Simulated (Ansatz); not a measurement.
# C3H4AlClO3: basis-set convergence

Aim: see how fast density functionals converge with the basis set for C3H4AlClO3.

Computed with Ansatz 0.2.0, Gaussian basis. Level: one geometry, several basis sets.

Plan: PBE0-D4/def2-SVP; ωB97M-V/def2-SVP; PBE0-D4/def2-QZVPP; ωB97M-V/def2-QZVPP; the functionals' def2-TZVPP values are taken from earlier runs.

## Step 1: Structure used throughout

The geometry comes from an earlier relaxation with PBE0-D4 in a triple-zeta def2 set; it is a stationary point, not always the lowest conformer.

SMILES `[OH][Al-]1([Cl])[O]C=CC=[O+]1`, 12 atoms, charge 0, spin multiplicity 1.

Atoms are counted from 1 here; the program's logs count them from 0.

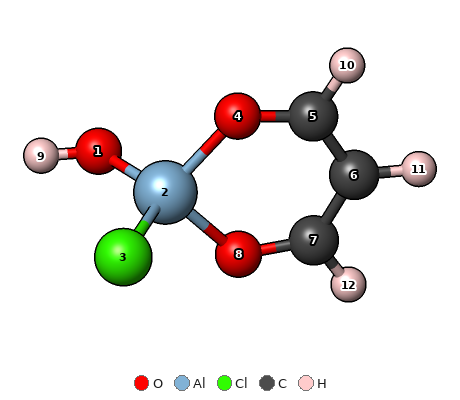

The structure; oxygen red, aluminium light blue, chlorine green, carbon dark grey, hydrogen pink; atoms are numbered from 1 in the order of the file.

As a file:

```
atom     x (Å)     y (Å)     z (Å)
  O1  -1.79923  -0.38127   1.94300
 Al2  -0.31647   0.21081   1.38397
 Cl3   0.97886   1.22297   2.70467
  O4  -0.57497   1.22947  -0.09975
  C5  -0.15286   0.96334  -1.26492
  C6   0.57548  -0.16328  -1.62314
  C7   0.90335  -1.13809  -0.69023
  O8   0.60194  -1.11258   0.54068
  H9  -2.09109  -0.28110   2.84591
 H10  -0.39983   1.69896  -2.03577
 H11   0.88465  -0.28890  -2.65070
 H12   1.46716  -2.01543  -1.01993
```

## Step 2: PBE0-D4 in def2-SVP

File in.yaml:

```yaml
crystal:
  periodic: [false, false, false]
  atoms:
    - {symbol: O, position_ang: [-1.799225, -0.381274, 1.943003]}
    - {symbol: Al, position_ang: [-0.316466, 0.210806, 1.383972]}
    - {symbol: Cl, position_ang: [0.978860, 1.222966, 2.704674]}
    - {symbol: O, position_ang: [-0.574971, 1.229469, -0.099752]}
    - {symbol: C, position_ang: [-0.152861, 0.963342, -1.264923]}
    - {symbol: C, position_ang: [0.575479, -0.163276, -1.623138]}
    - {symbol: C, position_ang: [0.903351, -1.138086, -0.690228]}
    - {symbol: O, position_ang: [0.601937, -1.112585, 0.540675]}
    - {symbol: H, position_ang: [-2.091090, -0.281097, 2.845909]}
    - {symbol: H, position_ang: [-0.399830, 1.698957, -2.035770]}
    - {symbol: H, position_ang: [0.884652, -0.288897, -2.650697]}
    - {symbol: H, position_ang: [1.467163, -2.015425, -1.019926]}
basis:
  gaussian: {orbitals: def2-SVP}
hamiltonian: {xc: pbe0, dispersion: d4}
output: {orbitals: {seedname: orbitals}}
```

Launch:

```sh
ansatz run in.yaml --threads 8 --pin off --events-out ev --progress --plain --max-ram 20889MiB
```

Further steps of the session: ωB97M-V in def2-SVP; PBE0-D4 in def2-QZVPP; ωB97M-V in def2-QZVPP.

Before running them: what should the planned runs give, taken together? Wanted: PBE0-D4: double and triple zeta above quadruple; ωB97M-V: double and triple zeta above quadruple.

The runs gave:

```
                                       quantity           value
PBE0-D4: double and triple zeta above quadruple  18.61, 1.10 eV
ωB97M-V: double and triple zeta above quadruple  18.74, 1.04 eV
```

What this shows: For PBE0-D4 the step from double to triple zeta gains 17.51 eV and the next only 1.10 eV. Total energies overstate the basis error of differences, where much of it tends to cancel.
